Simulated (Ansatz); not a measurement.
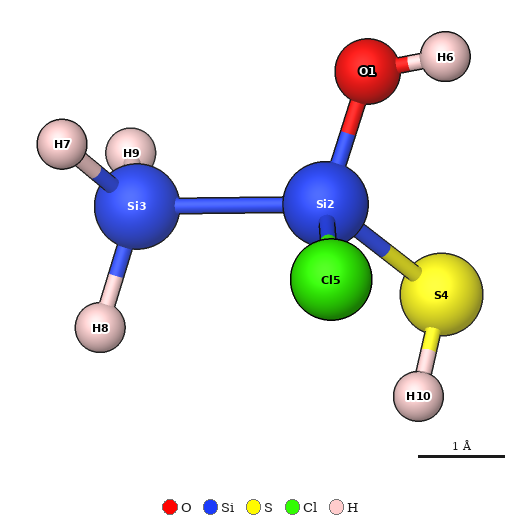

Fig. 1: The structure as given in the input (ball-and-stick view, seen at a tilt; atoms are numbered from 1 in the order of the input).

# Si$_{2}$H$_{5}$SClO: a changed input and its effect

System: Si$_{2}$H$_{5}$SClO, SMILES O[Si]([SiH3])(S)Cl.
Method of the first run: RKS SPW92 (LDA)/def2-TZVPP (Ansatz 0.2.0).

The geometry comes from this level: PBE0-D4/def2-TZVP. Text and figures count atoms from 1; the logs count them from 0 in places.

**The input, the first run**
```yaml
crystal:
  periodic: [false, false, false]
  atoms:
    - {symbol: O, position_ang: [-1.149399, 0.813806, 1.433893]}
    - {symbol: Si, position_ang: [-0.427870, 0.506173, 0.000872]}
    - {symbol: Si, position_ang: [1.327988, -0.978183, 0.382921]}
    - {symbol: S, position_ang: [-1.926969, -0.243346, -1.326381]}
    - {symbol: Cl, position_ang: [0.346291, 2.230299, -0.836135]}
    - {symbol: H, position_ang: [-1.921707, 1.384917, 1.436362]}
    - {symbol: H, position_ang: [2.336710, -0.370254, 1.288787]}
    - {symbol: H, position_ang: [1.957583, -1.285220, -0.927839]}
    - {symbol: H, position_ang: [0.797404, -2.229635, 0.982652]}
    - {symbol: H, position_ang: [-1.256930, 0.120140, -2.432334]}
basis:
  gaussian: {orbitals: def2-TZVPP}
hamiltonian: {xc: lda}
output: {orbitals: {seedname: orbitals}}
```

Hardware: 4 CPU threads, shared host.

**Output (the first run)**
```
Functional definition: SPW92
  exchange = slater_x
  correlation = pw_c
1600 factors; their error is unknown
mean field evaluation 1: about -41084.2635 eV, gradient 6.4e1 eV
mean field evaluation 2: about -41047.9617 eV, gradient 1.5e2 eV
mean field evaluation 4: about -41091.3943 eV, gradient 8.9e0 eV
mean field evaluation 8: about -41091.5574 eV, gradient 2.3e-1 eV
mean field evaluation 16: about -41091.5145 eV, gradient 1.4e-4 eV
mean field -41091.51448941 eV, -1510.0853046570 hartree, gradient 5.3e-5 eV, S^2 0.000000; 0 other end points of the search recorded, 0 dependent functions left out
reference -41091.51453171 eV, -1510.0853062114 hartree; 37, 37 occupied and 232, 232 virtual orbitals, 1600 factors
Total energy: -41091.51453171 eV, -1510.0853062114 hartree
```

The input of the second run differs as follows (lines with − go, lines with + come):
```diff
-hamiltonian: {xc: lda}
+hamiltonian: {xc: {name: CAM-B3LYP}, dispersion: d4}
```

How does the second run compare with the first run?

The total energies belong to different models, so their difference says nothing on which is more stable or more accurate. The HOMO goes from −6.60 to −8.96 eV. The LUMO goes from −1.57 to 0.58 eV.

**Output (the second run)**
```
Functional definition: CAM-B3LYP
  parameter alpha = 0.19
  parameter beta = 0.46
  parameter omega = 0.33/bohr
  parameter ac = 0.81
  exchange = (1 - alpha - beta)*b88_x + beta*b88_x_sr(omega) + alpha*exact_x + beta*exact_x_lr(omega)
  correlation = (1 - ac)*vwn5_c + ac*lyp_c
1637 factors; their error is unknown
351 factors; integrals over basis functions are off by at most 1.3e-5 eV
mean field evaluation 1: about -41243.4619 eV, gradient 5.2e1 eV
mean field evaluation 2: about -41239.6961 eV, gradient 7.2e1 eV
mean field evaluation 4: about -41247.9384 eV, gradient 1.9e0 eV
mean field evaluation 8: about -41247.9431 eV, gradient 1.5e-1 eV
mean field evaluation 16: about -41247.9919 eV, gradient 9.3e-5 eV
mean field -41247.99193932 eV, -1515.8357448767 hartree, gradient 3.4e-5 eV, S^2 0.000000; 0 other end points of the search recorded, 0 dependent functions left out
reference -41247.99208368 eV, -1515.8357501819 hartree; 37, 37 occupied and 232, 232 virtual orbitals, 1637 factors
Total energy: -41248.28329211 eV, -1515.8464518943 hartree
```

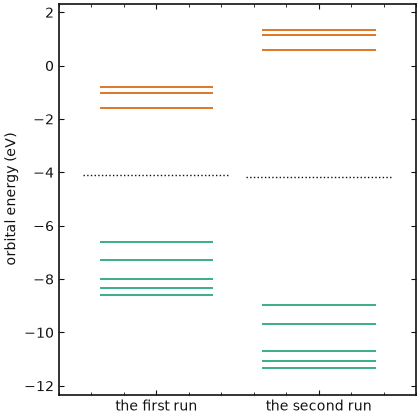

Fig. 2: The five highest filled and three lowest empty orbital energies of the two runs; the dotted lines part filled from empty levels. The HOMO–LUMO gap is 5.03 eV in the first run and 9.54 eV in the second run.

**The two runs side by side**

```tsv
quantity	the first run	the second run
outcome	converged	converged
total energy (hartree)	−1510.085306	−1515.846452
HOMO (eV)	−6.60	−8.96
LUMO (eV)	−1.57	0.58
basis functions	269	269
wall time (shared host)	1.3 s	4 s
```
